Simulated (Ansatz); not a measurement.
# ZnS (F-43m): phonons against volume, part 2 of 4

Wanted: mode Grüneisen parameters of ZnS and a free-energy fit over volumes.

What experiment has found for this phase:
- bulk modulus 71.4 GPa near room temperature (given in “High-Throughput Prediction of Finite-Temperature Properties using the Quasi-Harmonic Approximation”, 2016, arXiv:1603.06924)

Ansatz 0.2.0; DFT LDA, scalar-relativistic, plane waves, PAW; PAW set soft_1.

So far. Step 2 (Probe on a coarse mesh): The start is under -4.5 GPa at this level and looks like an insulator or semiconductor on this mesh. Step 4 (Tight relaxation): The residual pressure is -0.0059 GPa, small enough for phonons.

The database entry behind the starting cell differs from later determinations by our own check (about 0.1 % short), so it need not match the best structure at ambient conditions.

**5. Lattice dynamics at this volume, V/V0 1**

The same q-mesh and k-mesh are kept at every volume, so that much of their error can cancel in the differences.

Contents of input.yaml:

```yaml
crystal:
  lattice:
    - [0.0, 2.6483576467, 2.6483576467]
    - [2.6483576467, 0.0, 2.6483576467]
    - [2.6483576467, 2.6483576467, 0.0]
  atoms:
    - { symbol: Zn, position: [0.25, 0.25, 0.25] }
    - { symbol: S, position: [0.0, 0.0, 0.0] }
kpoints:
  mp_grid: { grid: [12, 12, 12] }
hamiltonian:
  xc: lda
  pseudopotentials: { kind: paw, azcp: { folder: soft_1 }, xc_functional: pbe }
scf:
  occupations: { method: fixed }
  lower_state_search: "off"
output:
  eigenvalues: true
phonons:
  method: dfpt
  dielectric: true
  rigid_motions: translations
  qmesh: [4, 4, 4]
  temperatures: { t_max: 1000, t_step: 50 }
  qpath:
    path:
      - [[0.0, 0.0, 0.0], [-0.5, -0.5, 0.0], [-0.375, -0.375, 0.25]]
      - [[-0.375, 0.0, 0.375], [0.0, 0.0, 0.0], [0.0, 0.0, 0.5], [-0.5, -0.25, 0.25], [-0.5, -0.5, 0.0]]
    npoints: 10
```

Launch:

```
> ansatz run input.yaml --threads 8 --pin off --max-ram 16384MiB --backend cpu --events-out ev --progress --plain --runs-dir out
```

Numbers of over 12 decimals in the logs are rounded to 6 here.

What it wrote:

```text
Warning: phonons: the dynamical matrix that this run interpolates holds no multipole term above the dipole-dipole one, and a site of this crystal is no centre of inversion, so its interpolated transverse optical and acoustic branches and sound speeds can stay off near Gamma, and the density of states and the thermodynamics with them. What a run solves at a wave vector of phonons.qpoints, Gamma apart, where the deck admits one, is free of this, and under fd what a larger phonons.supercell samples
[...]
Crystal: 2 atoms, lattice volume = 37.150 Å³
Basis set: ecut = 420 eV, 725 PW (Γ), exchange–correlation on 54×54×54 points (8 copies of the dense FFT grid, shifted against one another)
Bands: 13, of which v1, the nominal top of the filled ones, is band 9 counted from 1 (8 counted from 0)
Symmetry: 24 space group operations
k-points: 280 of 1728 (irreducible under 4 space group operations, time reversal used)
[...]
SCF iter   1: F=—  HF=-4117.546337 eV  |F-HF|=—  |Δ(HF+E_count)|=         —  Δρ=3.82e-2  dr2=3.38e-1  ethr=3.10e-3  ⟨swp⟩=5.1  Hψ=21832  notcnv=0  defer=530
[...]
SCF iter   9: F=-4117.442650 eV  HF=-4117.442650 eV  |F-HF|=4.73e-11  |Δ(HF+E_count)|=  4.37e-10  Δρ=3.17e-7  dr2=1.74e-11  ethr=1.00e-12  ⟨swp⟩=8.1  Hψ=25277  notcnv=0
SCF 1 converged in 9 iterations: F = -4117.442650 eV  dr2 = 1.74e-11
[...]
NSCF: frozen V_eff on 1 k-points
DFPT response loops at Γ: preconditioner auto → none (the input reference at scf.mixing.eps_inf says where Resta's filter doesn't serve); β = 0.50; Broyden in place of MSR1
── the response to a field inside a basis, on 12×12×12 k-points: an SCF that follows is theirs, and a resumed run solves both again ──
Bands: 10, of which v1, the nominal top of the filled ones, is band 9 counted from 1 (8 counted from 0)
k-points: 182 of 1728 (irreducible under 6 space group operations, time reversal used)
[...]
Eigensolver: Dense (182 Hₖ)
SCF iter   1: F=—  HF=-4117.442989 eV  |F-HF|=—  |Δ(HF+E_count)|=         —  Δρ=2.58e-4  dr2=5.36e-6  ethr=1.00e-1
[...]
SCF iter   4: F=-4117.442989 eV  HF=-4117.442989 eV  |F-HF|=1.31e-9  |Δ(HF+E_count)|=   4.06e-6  Δρ=7.43e-6  dr2=7.20e-9  ethr=2.98e-8
SCF 1 converged in 4 iterations: F = -4117.442989 eV  dr2 = 7.20e-9
[...]
DFPT response loops at q = (0, 0, -0.5) (fractional): preconditioner auto → Resta (q_TF=auto, 2.418 Å⁻¹)  ε∞=5.3 (no band partly filled); β = 1.00, the filter's whole step (`scf.mixing.beta` (0.50) is not read by the response loops at its default; to damp them type it under 1.00, their step now; it binds the ground state too); Broyden in place of MSR1
[...]
SCF converged after 9 iterations
Free energy (F): -4117.442650 eV
[...]
Internal energy: -4117.442650 eV  (E = F + TS)
E sigma→0 (E₀):  -4117.442650 eV
Fermi energy:    6.298101 eV
[...]
--- Band table (eV; the first three rows and the last of 280) ---
  k-point 0: bands = [... 5 lower, 0.1084, 6.2981, 6.2981, 6.2981, 8.4174, 12.4672, 12.4672, 12.4672]
  k-point 1: bands = [... 5 lower, 0.1072, 5.6610, 6.2198, 6.2198, 8.9054, 12.4036, 12.5995, 12.5995]
  k-point 2: bands = [... 5 lower, 0.1058, 4.4829, 6.0193, 6.0193, 9.5321, 12.5147, 12.9015, 12.9015]
  k-point 279: bands = [... 5 lower, 0.5833, 1.3201, 3.1883, 3.2863, 11.8024, 12.4468, 14.0808, 14.2587]
--- Phonons (Γ-DFPT): 2 representative perturbations + reference, on 280 of 1728 k-points (Σ response iterations 6) ---
  k mesh reduced under 4 symmetry operations, with k and −k counted as one. Each operation leaves every solved perturbation unchanged. A smaller set is not considered because the run solves the response to a homogeneous field
  ASR residual: 2.655e-4 → 0.000e0 eV/Å²; symmetrization residual: 3.421e-6 eV/Å²
  ASR residual per site (eV/Å²): 2.65e-4 3.03e-5
  Γ frequencies (cm⁻¹): 0.00 0.00 0.00 290.72 290.72 290.72
  ε∞ (high-frequency dielectric tensor):
        6.175092     0.000000    -0.000000
        0.000000     6.175092     0.000000
       -0.000000     0.000000     6.175092
  ε⁰ (static dielectric tensor: ions relaxed, cell fixed):
        8.800064     0.000000    -0.000000
        0.000000     8.800064    -0.000000
       -0.000000    -0.000000     8.800064
  ε⁰ − ε∞ (ionic part):
        2.624971     0.000000    -0.000000
        0.000000     2.624971    -0.000000
       -0.000000    -0.000000     2.624971
  softest optical mode at Γ: 290.72 cm⁻¹; the repairs (sum rule, projections) moved no ω² at Γ by more than (1.13 cm⁻¹)²
  Born effective charges Z* (e; rows j = field, columns β = displacement):
    site 0:
         1.89821   -0.00000   -0.00000
         0.00000    1.89821    0.00000
        -0.00000    0.00000    1.89821
    site 1:
        -1.89821    0.00000    0.00000
        -0.00000   -1.89821   -0.00000
         0.00000   -0.00000   -1.89821
  Z* charge neutrality: 7.456e-5 e pre-enforcement
  solved inside a basis spanned on kpoints, on 12×12×12 k-points, its susceptibility summed on 16×16×16: ε∞ is read to err by 1.6e-2, Z* by 1.3e-2 e (field_mesh: kpoints solves on kpoints); Z* is corrected for what the basis lacks
  optical modes at Γ without the LO–TO term, one row a degenerate level:
      ω (cm⁻¹)  modes    IR ((D/Å)²/amu)
        290.72      3            11.5931
  optical modes at Γ + LO–TO along q̂ = [1.0000, 0.0000, 0.0000]:
      ω (cm⁻¹)  modes    IR ((D/Å)²/amu)
        290.72      2             7.7288
        347.06      1             3.8644
  optical modes at Γ + LO–TO along q̂ = [0.0000, 1.0000, 0.0000]:
      ω (cm⁻¹)  modes    IR ((D/Å)²/amu)
        290.72      2             7.7288
        347.06      1             3.8644
  optical modes at Γ + LO–TO along q̂ = [0.0000, 0.0000, 1.0000]:
      ω (cm⁻¹)  modes    IR ((D/Å)²/amu)
        290.72      2             7.7288
        347.06      1             3.8644
--- Phonons (arbitrary-q DFPT): 8 irreducible q on the 4×4×4 mesh ---
  q = [0.0000, 0.0000, 0.0000] (star 1, of the zone-centre solve; hermiticity 1.02e-6, symmetrization 2.97e-14): -0.00 0.00 0.00 290.72 290.72 290.72
  q = [0.0000, 0.0000, 0.2500] (star 8, 2 solved perturbations on 936 of 1728 k-point pairs; hermiticity 6.92e-7, symmetrization 4.69e-13): 57.44 57.44 144.97 298.57 298.57 345.92
[...]
q = [0.0000, 0.2500, 0.2500] (star 6, 4 solved perturbations in 1608 linear systems a pass and spin channel, the states on 510 of 1728 k-point pairs; hermiticity 8.23e-7, symmetrization 9.28e-14): 79.20 79.20 148.85 308.64 308.64 343.55
[...]
sum rule: each row above includes the acoustic sum rule's correction from the zone centre's row sums; it moved no ω² by more than (1.05 cm⁻¹)²
  mesh force constants: q→R imaginary residual 1.69e-18; ASR residual 2.655e-4 → 0.000e0 eV/Å²; symmetrization residual 2.442e-15 eV/Å²
  interpolated dispersion: 63 rows × 6 modes
  density of states and harmonic sums: on the 20×20×20 q-mesh, interpolated from the force constants of a 4×4×4 supercell (with the dipole–dipole term)
  largest difference from the sums on the solved wave vectors: F 1.02e-2 eV, S 1.42e-5 and C_V 4.00e-6 eV/K
  zero-point energy: 0.082458 eV/cell   skipped modes (ω ≤ 0): 3   left out of the sums: 6.25e-5 of the cell's modes: C_V's classical limit lies that fraction below 3 k_B per atom; for a crystal, a wire or a layer, F and S can be off by more, and a phonons.interpolated_qmesh denser along its periods is the remedy for the sampling
```

Wall time 2 min (8 threads of Arm Neoverse V1, shared host); peak memory 2.3 GiB.

Numbers from this step:

| Quantity | Value |
| --- | --- |
| Γ frequencies | 0, 0, 0, 290.7, 290.7, 290.7 cm⁻¹ (negative: imaginary) |
| lowest frequency on the path | 0 cm⁻¹ |
| zero-point energy | 0.08246 eV/cell |
| point group | -43m |
| highest frequency | 352.4 cm⁻¹ |
| Debye temperature from the second moment | 458 K |

LO-TO term included. The phonon branches at the labelled points (cm⁻¹):

| point | branch 1 | branch 2 | branch 3 | branch 4 | branch 5 | branch 6 |
| --- | --- | --- | --- | --- | --- | --- |
| Γ | 0 | 0 | 0 | 291 | 291 | 347 |
| X | 92 | 92 | 217 | 325 | 325 | 334 |
| U | 91 | 116 | 202 | 318 | 319 | 350 |
| jump to K | 91 | 116 | 202 | 318 | 319 | 350 |
| Γ | 0 | 0 | 0 | 291 | 291 | 347 |
| L | 71 | 71 | 200 | 306 | 306 | 346 |
| W | 106 | 121 | 197 | 312 | 328 | 350 |
| X | 92 | 92 | 217 | 325 | 325 | 334 |

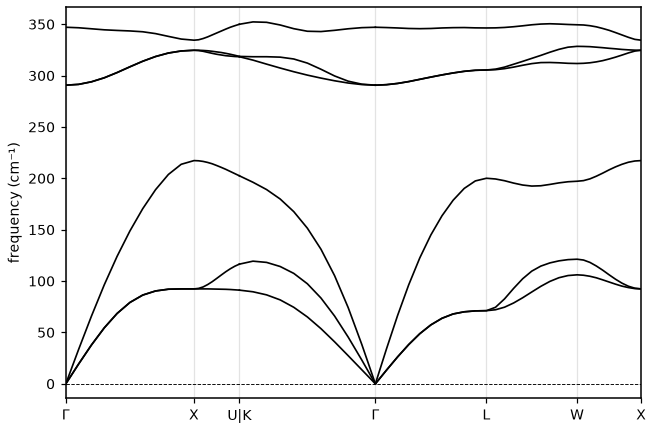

Phonon branches along the path.

The phonon density of states has structure finer than the step of the table below, so its rows give means over 25 cm⁻¹, whole bins alone (the curve runs from 2.5 to 352 cm⁻¹). Peaks (cm⁻¹: height): 92.5: 0.0594, 192.5: 0.0442, 312.5: 0.109, 347.5: 0.106.

Tetrahedra on 20 20 20, mean over bins of 5 cm⁻¹. The phonon density of states by wavenumber; means over each step:

| wavenumber (cm⁻¹) | phonon density of states (1/cm⁻¹/cell) |
| --- | --- |
| 25 | 9.8e-4 |
| 50 | 0.00495 |
| 75 | 0.0261 |
| 100 | 0.0401 |
| 125 | 0.0114 |
| 150 | 0.00416 |
| 175 | 0.0115 |
| 200 | 0.0204 |
| 225 | 4.6e-4 |
| 250 | 0 |
| 275 | 0 |
| 300 | 0.0383 |
| 325 | 0.0421 |

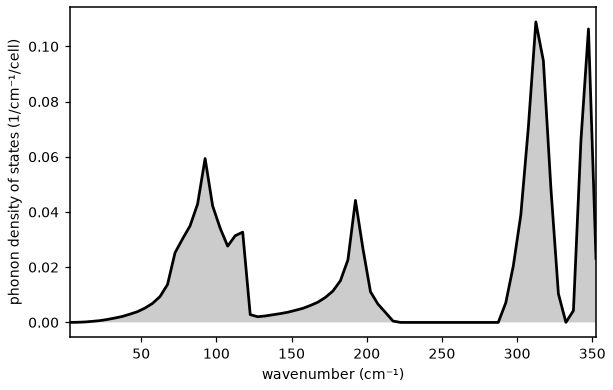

Phonon density of states, plotted against wavenumber.

Harmonic. Thermo, by row:

| T (K) | F_vib (meV/atom) | S (J/mol-atom/K) | C_V (J/mol-atom/K) |
| --- | --- | --- | --- |
| 0 | 41.23 | 0 | 0 |
| 50 | 40.8 | 2.85 | 5.704 |
| 100 | 37.77 | 8.917 | 12.31 |
| 150 | 31.58 | 14.87 | 16.98 |
| 200 | 22.47 | 20.16 | 19.73 |
| 250 | 10.81 | 24.75 | 21.34 |
| 300 | -3.07 | 28.74 | 22.33 |
| 350 | -18.89 | 32.23 | 22.97 |
| 400 | -36.41 | 35.33 | 23.4 |
| 450 | -55.45 | 38.1 | 23.71 |
| 500 | -75.85 | 40.61 | 23.93 |
| 550 | -97.5 | 42.9 | 24.1 |
| 600 | -120.3 | 45.01 | 24.23 |
| 650 | -144.1 | 46.95 | 24.34 |
| 700 | -168.9 | 48.76 | 24.42 |
| 750 | -194.6 | 50.44 | 24.48 |
| 800 | -221.2 | 52.02 | 24.54 |
| 850 | -248.5 | 53.51 | 24.59 |
| 900 | -276.6 | 54.92 | 24.62 |
| 950 | -305.4 | 56.25 | 24.66 |
| 1000 | -334.9 | 57.52 | 24.68 |

The modes has structure finer than the step of the table below, so its rows give means over 25 cm⁻¹, whole bins alone (the curve runs from -10 to 373 cm⁻¹). Peaks (cm⁻¹: height): S 91.2: 0.0107, 315.2: 0.0880, 346.5: 0.0834; Zn 93.6: 0.0434, 192.3: 0.0368, 310.4: 0.0171, 346.5: 0.0131.

Phonopy on the run's constants, 19x19x19 mesh, Gaussian sigma 2.7 cm⁻¹. The modes by wavenumber; means over each step; values in 1/cm⁻¹/cell:

| wavenumber (cm⁻¹) | S | Zn |
| --- | --- | --- |
| 25 | 3.3e-4 | 7.2e-4 |
| 50 | 0.00146 | 0.00359 |
| 75 | 0.00629 | 0.0199 |
| 100 | 0.00742 | 0.0322 |
| 125 | 0.00194 | 0.00969 |
| 150 | 8.2e-4 | 0.00335 |
| 175 | 0.00133 | 0.0102 |
| 200 | 8.4e-4 | 0.0193 |
| 225 | 5.1e-6 | 5.6e-4 |
| 250 | 0 | 0 |
| 275 | 4.4e-5 | 2.1e-5 |
| 300 | 0.0293 | 0.00879 |
| 325 | 0.0364 | 0.00635 |
| 350 | 0.0337 | 0.00528 |

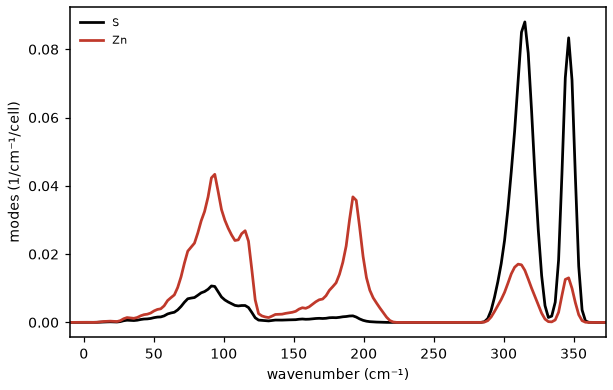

Modes against wavenumber.

Born charge (rows field, columns displacement) (e), principal values of the symmetric part by kind of site:

| atom | atoms with these values | low | middle | high | mean |
| --- | --- | --- | --- | --- | --- |
| Zn1 | 1 | 1.90 | 1.90 | 1.90 | 1.90 |
| S2 | 1 | -1.90 | -1.90 | -1.90 | -1.90 |

In full for Zn1:

```
1.90 0.00 0.00
0.00 1.90 0.00
0.00 0.00 1.90
```

ε∞:

```
6.18 0.00 0.00
0.00 6.18 0.00
0.00 0.00 6.18
```

No LO-TO term. Modes at Γ, with each element's share of the kinetic energy:

| mode | frequency (cm⁻¹) | symmetry | Zn % | S % |
| --- | --- | --- | --- | --- |
| 1 | 0.0 | T2 | 67 | 33 |
| 2 | 0.0 | T2 | 67 | 33 |
| 3 | 0.0 | T2 | 67 | 33 |
| 4 | 290.7 | T2 | 33 | 67 |
| 5 | 290.7 | T2 | 33 | 67 |
| 6 | 290.7 | T2 | 33 | 67 |

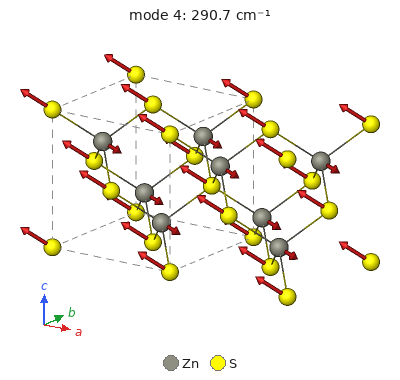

Displacement patterns of mode 4 at Γ; arrows are exaggerated. Bonds to atoms that aren't drawn are left out. 2×1×1 conventional cells are drawn. Some periodic images of atoms are drawn too.

No mode is imaginary beyond numerical noise at the solved wavevectors.

**6. Single point at a scaled cell, V/V0 1.015**

Symmetry fixes every atom, so a single point at the scaled cell gives the energy and pressure of this member.

The cell differs from the one that the last finished run ended in (a 3.745 → 3.764 Å, b 3.745 → 3.764 Å, c 3.745 → 3.764 Å).

input.yaml, the sections that differ from step 5:

```yaml
crystal:
  lattice:
    - [0.0, 2.6615337723, 2.6615337723]
    - [2.6615337723, 0.0, 2.6615337723]
    - [2.6615337723, 2.6615337723, 0.0]
  atoms:
    - { symbol: Zn, position: [0.25, 0.25, 0.25] }
    - { symbol: S, position: [0.0, 0.0, 0.0] }
output:
  forces: true
  stress: true
  eigenvalues: true
# kpoints, hamiltonian, scf: as in step 5
# phonons: removed
```

What it wrote:

```text
[...]
Crystal: 2 atoms, lattice volume = 37.707 Å³
Basis set: ecut = 420 eV, 725 PW (Γ)
Bands: 13, of which v1, the nominal top of the filled ones, is band 9 counted from 1 (8 counted from 0)
Symmetry: 24 space group operations
[...]
k-points: 72 of 1728 (time reversal used)
[...]
SCF iter   1: F=—  HF=-4117.543437 eV  |F-HF|=—  |Δ(HF+E_count)|=         —  Δρ=3.82e-2  dr2=3.37e-1  ethr=3.10e-3  ⟨swp⟩=5.2  Hψ=5618  notcnv=0  defer=132
[...]
SCF iter   7: F=-4117.440434 eV  HF=-4117.440434 eV  |F-HF|=8.04e-8  |Δ(HF+E_count)|=   3.39e-7  Δρ=1.66e-5  dr2=5.00e-8  ethr=5.56e-10  ⟨swp⟩=6.6  Hψ=6902  notcnv=0
SCF 1 converged in 7 iterations: F = -4117.440434 eV  dr2 = 5.00e-8
[...]
SCF converged after 7 iterations
Free energy (F): -4117.440434 eV
[...]
Internal energy: -4117.440434 eV  (E = F + TS)
E sigma→0 (E₀):  -4117.440434 eV
Fermi energy:    6.092864 eV
[...]
--- Stress (GPa, compression-positive) ---
       -1.250787      -0.000000      -0.000000
       -0.000000      -1.250787       0.000000
       -0.000000       0.000000      -1.250787
  P = ⅓ Tr σ = -1.2508 GPa (-12.508 kbar)
--- Band table (eV; the first three rows and the last of 72) ---
  k-point 0: bands = [... 5 lower, -0.0473, 6.0929, 6.0929, 6.0929, 8.1456, 12.2762, 12.2762, 12.2762]
  k-point 1: bands = [... 5 lower, -0.0485, 5.4590, 6.0167, 6.0167, 8.6360, 12.2072, 12.4059, 12.4059]
  k-point 2: bands = [... 5 lower, -0.0498, 4.2953, 5.8212, 5.8212, 9.2700, 12.2996, 12.7023, 12.7023]
  k-point 71: bands = [... 5 lower, 0.4107, 1.1897, 3.0616, 3.1416, 11.6019, 12.1774, 13.8454, 14.0622]
```

Elapsed: 0.82 s, on 8 threads; peak memory 0.36 GiB.

This step gave:

- pressure: -1.251 GPa
- gap on the k-mesh: 2.053 eV
- volume per atom: 18.85 Å³/atom

At this level the gap is 2.05 eV on the k-mesh of the self-consistent run, which can miss the band edges.

**7. Lattice dynamics at this volume, V/V0 1.015**

Phonons at this volume give one point of F(V, T); meshes stay fixed along the series.

input.yaml, the sections that differ from step 6:

```yaml
output:
  eigenvalues: true
phonons:
  method: dfpt
  dielectric: true
  rigid_motions: translations
  qmesh: [4, 4, 4]
  temperatures: { t_max: 1000, t_step: 50 }
  qpath:
    path:
      - [[0.0, 0.0, 0.0], [-0.5, -0.5, 0.0], [-0.375, -0.375, 0.25]]
      - [[-0.375, 0.0, 0.375], [0.0, 0.0, 0.0], [0.0, 0.0, 0.5], [-0.5, -0.25, 0.25], [-0.5, -0.5, 0.0]]
    npoints: 10
# crystal, kpoints, hamiltonian, scf: as in step 6
```

What it wrote:

```text
[...]
Crystal: 2 atoms, lattice volume = 37.707 Å³
Basis set: ecut = 420 eV, 725 PW (Γ), exchange–correlation on 54×54×54 points (8 copies of the dense FFT grid, shifted against one another)
Bands: 13, of which v1, the nominal top of the filled ones, is band 9 counted from 1 (8 counted from 0)
Symmetry: 24 space group operations
[...]
optical modes at Γ + LO–TO along q̂ = [0.0000, 1.0000, 0.0000]:
      ω (cm⁻¹)  modes    IR ((D/Å)²/amu)
        283.28      2             7.9001
        341.16      1             3.9500
  optical modes at Γ + LO–TO along q̂ = [0.0000, 0.0000, 1.0000]:
      ω (cm⁻¹)  modes    IR ((D/Å)²/amu)
        283.28      2             7.9001
        341.16      1             3.9500
--- Phonons (arbitrary-q DFPT): 8 irreducible q on the 4×4×4 mesh ---
[...]
interpolated dispersion: 63 rows × 6 modes
[...]
[key lines of the parts left out:]
SCF converged after 9 iterations
Free energy (F): -4117.440435 eV
Fermi energy:    6.092991 eV
```

It took 2 min on 8 threads; peak memory 2.3 GiB; 15 min of CPU time.

LO-TO term included. The phonon branches at the labelled points (cm⁻¹):

| point | branch 1 | branch 2 | branch 3 | branch 4 | branch 5 | branch 6 |
| --- | --- | --- | --- | --- | --- | --- |
| Γ | 0 | 0 | 0 | 283 | 283 | 341 |
| X | 94 | 94 | 214 | 316 | 316 | 328 |
| U | 92 | 116 | 199 | 310 | 312 | 342 |
| jump to K | 92 | 116 | 199 | 310 | 312 | 342 |
| Γ | 0 | 0 | 0 | 283 | 283 | 341 |
| L | 73 | 73 | 198 | 297 | 297 | 339 |
| W | 106 | 121 | 194 | 305 | 320 | 341 |
| X | 94 | 94 | 214 | 316 | 316 | 328 |

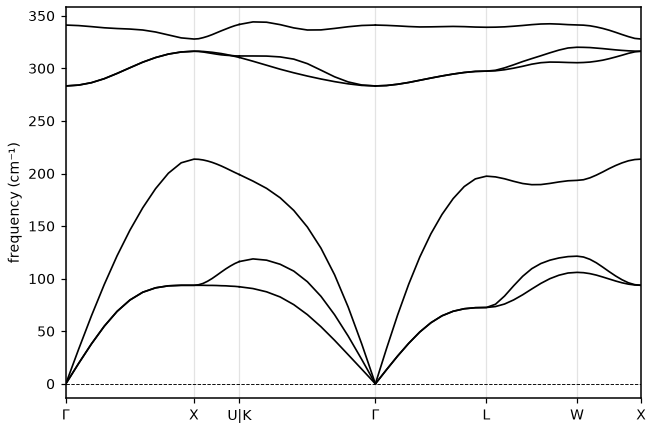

Phonon branches along the path.

No mode is imaginary beyond numerical noise at the solved wavevectors. The highest zone-centre mode (no LO–TO term) moved by -2.6 % for a volume change of +1.5 %.

**8. A cell at another volume, V/V0 0.985**

Symmetry fixes every atom, so a single point at the scaled cell gives the energy and pressure of this member.

The cell differs from the one that the last finished run ended in (a 3.764 → 3.727 Å, b 3.764 → 3.727 Å, c 3.764 → 3.727 Å).

input.yaml, the sections that differ from step 7:

```yaml
crystal:
  lattice:
    - [0.0, 2.6350490922, 2.6350490922]
    - [2.6350490922, 0.0, 2.6350490922]
    - [2.6350490922, 2.6350490922, 0.0]
  atoms:
    - { symbol: Zn, position: [0.25, 0.25, 0.25] }
    - { symbol: S, position: [0.0, 0.0, 0.0] }
output:
  forces: true
  stress: true
  eigenvalues: true
# kpoints, hamiltonian, scf: as in step 7
# phonons: removed
```

What it wrote:

```text
[...]
Crystal: 2 atoms, lattice volume = 36.593 Å³
Basis set: ecut = 420 eV, 725 PW (Γ)
Bands: 13, of which v1, the nominal top of the filled ones, is band 9 counted from 1 (8 counted from 0)
Symmetry: 24 space group operations
[...]
k-points: 72 of 1728 (time reversal used)
[...]
P = ⅓ Tr σ = 1.3460 GPa (13.460 kbar)
--- Band table (eV; the first three rows and the last of 72) ---
  k-point 0: bands = [... 5 lower, 0.2668, 6.5097, 6.5097, 6.5097, 8.6974, 12.6635, 12.6635, 12.6635]
  k-point 1: bands = [... 5 lower, 0.2656, 5.8691, 6.4293, 6.4293, 9.1829, 12.6056, 12.7986, 12.7986]
  k-point 2: bands = [... 5 lower, 0.2641, 4.6762, 6.2234, 6.2234, 9.8016, 12.7367, 13.1059, 13.1059]
  k-point 71: bands = [... 5 lower, 0.7595, 1.4550, 3.3186, 3.4357, 12.0089, 12.7230, 14.3224, 14.4609]
[key lines of the parts left out:]
SCF converged after 7 iterations
Free energy (F): -4117.440352 eV
Fermi energy:    6.509730 eV
```

It took 0.81 s on 8 threads; peak memory 0.35 GiB; 4.8 s of CPU time.

The run ends at a pressure of 1.35 GPa.

[end of part 2 of 4]

[Logs are printed without paths, hosts, clocks, repeated set-up lines and the standing remarks that a program may print on its own settings, such as how far it seeks lower states.]

[Hosts, paths, dates, database ids (printed as entryN), source tags and the programs' standing remarks are cut or masked in the printed files.]

[A step with changed settings may run another functional than the one named; its input shows which.]

[Of the runs on displaced cells, only some may be shown.]
